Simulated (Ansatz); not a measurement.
A series of calculations on C5H8OS

## 1. Relaxation

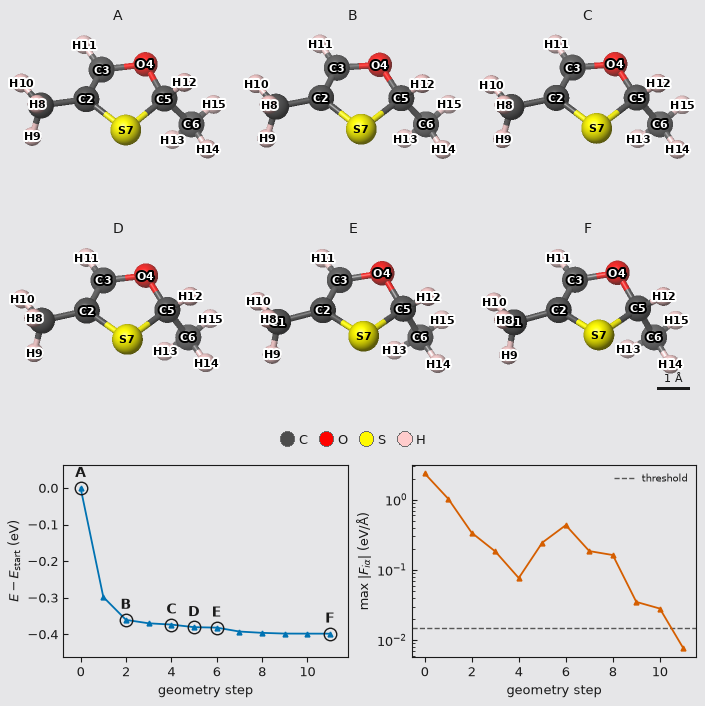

Frames of a relaxation of C$_{5}$H$_{8}$OS, marked on the history of the run. The picture is a ball-and-stick view, seen at a tilt.

The run prepares an end point of a later path (torsion) calculation, from a guessed geometry.

All numbers below come from RKS PBE-D4/6-31G* in Ansatz.

Input
```yaml
crystal:
  periodic: [false, false, false]
  atoms:
    - { symbol: C, position_ang: [-0.4724, -2.6218, 0.1665] }
    - { symbol: C, position_ang: [-0.072, -1.1631, 0.1595] }
    - { symbol: C, position_ang: [0.0583, -0.3777, 1.2165] }
    - { symbol: O, position_ang: [0.5883, 0.9367, 1.0827] }
    - { symbol: C, position_ang: [0.7476, 1.1578, -0.3378] }
    - { symbol: C, position_ang: [-0.0884, 2.373, -0.7614] }
    - { symbol: S, position_ang: [0.3431, -0.3194, -1.2956] }
    - { symbol: H, position_ang: [0.2824, -3.2091, -0.2908] }
    - { symbol: H, position_ang: [-1.4395, -2.6698, -0.3826] }
    - { symbol: H, position_ang: [-0.7185, -2.936, 1.1929] }
    - { symbol: H, position_ang: [-0.0964, -0.6519, 2.2807] }
    - { symbol: H, position_ang: [1.831, 1.3866, -0.4348] }
    - { symbol: H, position_ang: [-1.2062, 2.2107, -0.6067] }
    - { symbol: H, position_ang: [0.0456, 2.6099, -1.7984] }
    - { symbol: H, position_ang: [0.1753, 3.2233, -0.1613] }
basis:
  gaussian: { orbitals: "6-31G*" }
hamiltonian:
  xc: pbe
  dispersion: d4
relax:
  f_tol: 0.015
  max_steps: 40
output:
  orbitals: {}
```

Launched with:
```bash
ansatz run input.yaml --threads 2 --pin off --max-ram 3072MiB --backend cpu --events-out ev --progress --plain --runs-dir out
```

Question: Describe the path.

Answer: The atom that moves furthest after the best rigid fit is H13 (0.52 Å). By element the largest moves are H 0.52 Å, S 0.45 Å, O 0.30 Å, C 0.24 Å. Near-neighbour distances that change, for instance: C5–S7 1.806 → 1.871 Å, C2–S7 1.732 → 1.791 Å, C1–H8 1.060 → 1.106 Å, C3–O4 1.424 → 1.379 Å. Bond angles that change, for instance: C2–C1–H9 105.6° → 111.8°, H8–C1–H10 113.8° → 107.9°, H8–C1–H9 112.5° → 107.1°. Groups turn about O4–C5 by about 20°, C5–S7 by about 20°. Over 11 geometry steps the energy falls by 0.398 eV. The largest force component goes from 2.4 to 0.0077 eV/Å. From step 0 to 2: H13 moves most (0.12 Å), energy −0.360 eV. From step 2 to 4: S and H atoms move most (0.06 Å), energy −0.013 eV. From step 4 to 5: S and H atoms move most (0.11 Å), energy −0.007 eV. From step 5 to 6: H13 moves most (0.18 Å), energy −0.001 eV. From step 6 to 11: H atoms move most (0.07 Å), energy −0.017 eV.

## 2. Relaxation

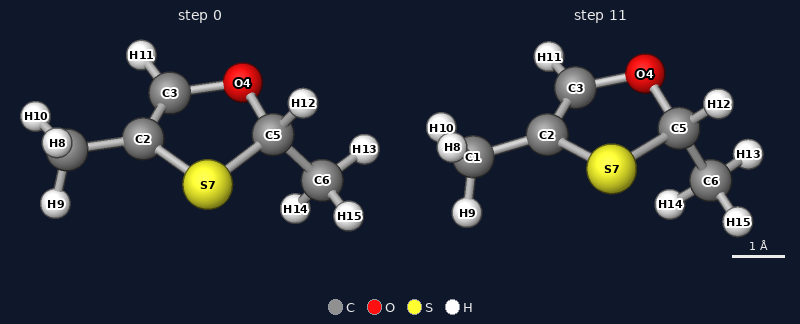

The structure of C5H8OS before (left) and after (right) a relaxation, at one scale.

The picture is a ball-and-stick view, seen from a free direction.

The run prepares an end point of a later path (torsion) calculation, from a guessed geometry.

Computed with Ansatz 0.2.0, RKS PBE-D4/6-31G*. Settings: no spin polarisation; force threshold 0.015 eV/Å; at most 40 steps.

What changed between the two?

The atom that moves furthest after the best rigid fit is H14 (0.51 Å). By element the largest moves are H 0.51 Å, S 0.46 Å, O 0.30 Å, C 0.23 Å. Among the contacts that change: C5–S7 1.806 → 1.871 Å, C2–S7 1.732 → 1.791 Å, C1–H8 1.060 → 1.106 Å, C3–O4 1.424 → 1.379 Å. Bond angles that change, for instance: C2–C1–H9 105.6° → 111.8°, H8–C1–H10 113.8° → 107.9°, H8–C1–H9 112.5° → 107.2°. Groups turn about O4–C5 by about 20°, C5–S7 by about 20°. After 10 accepted moves (11 points after the start) the energy has fallen by 0.399 eV. Largest force component: 2.4 eV/Å at the start, 0.014 eV/Å at the end. The line search rejected the trial step at point 8 of the run. The run took 32 s on 2 threads of Intel(R) Xeon(R) Platinum 8488C (Sapphire Rapids) (shared host), peak memory 0.19 GiB.

## 3. Path

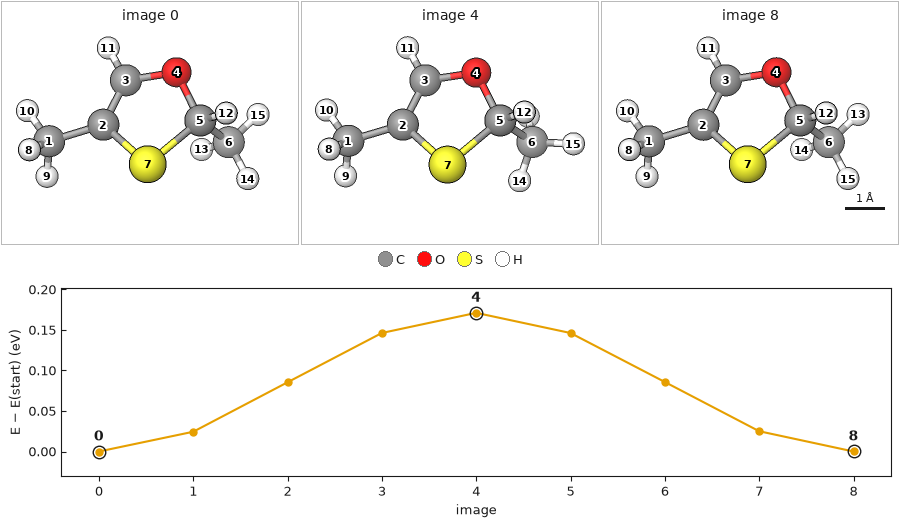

NEB run on C₅H₈OS. Images are numbered from 0 (start) to 8 (end). Style: ball-and-stick. Shown at a tilt.

Method: RKS PBE-D4/6-31G* in Ansatz. Run with 7 movable images; climbing image; force threshold 0.03 eV/Å; iteration limit 60; starting path by image-dependent pair potential.

> Describe the mechanism and the energy profile.

The motion is a rotation about the C5–C6 bond by about 120°. No bond forms or breaks between the ends. The two ends have the same energy, and the highest point, image 4, lies 0.171 eV above the start. The band converged in 6 iterations, with a climbing image at the top.

The run took 2 min on 2 threads of Intel(R) Xeon(R) Platinum 8488C (Sapphire Rapids), with other jobs on the host, peak memory 0.2 GiB.
